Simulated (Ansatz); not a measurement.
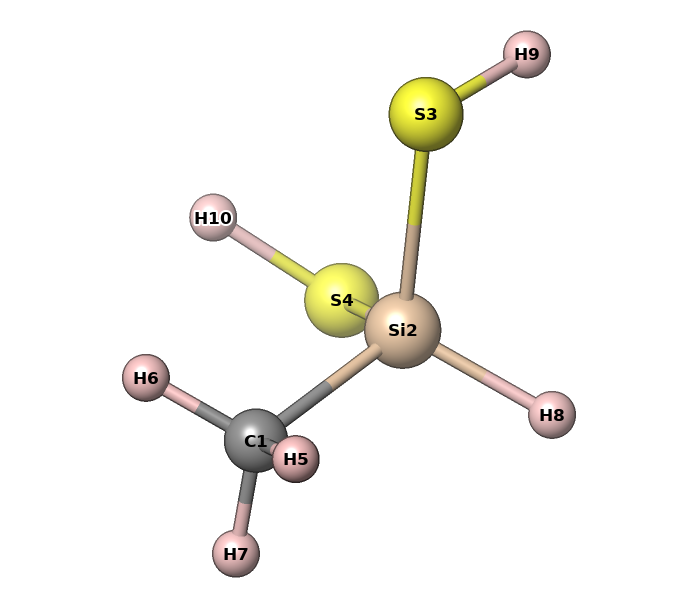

S4 lies behind Si2. The molecule seen a little off the Si2–S4 bond, Si2 in front. Depth is shown by fading: the farther an atom, the more it takes the colour of the background. The geometry was computed by an optimisation with PBE-D4/def2-SVP. No frequency run is at hand to confirm it as a minimum.

### What is the torsion angle S3–Si2–S4–H10? The sign is positive where the front bond must turn clockwise to cover the back bond.

−56°, synclinal (gauche).
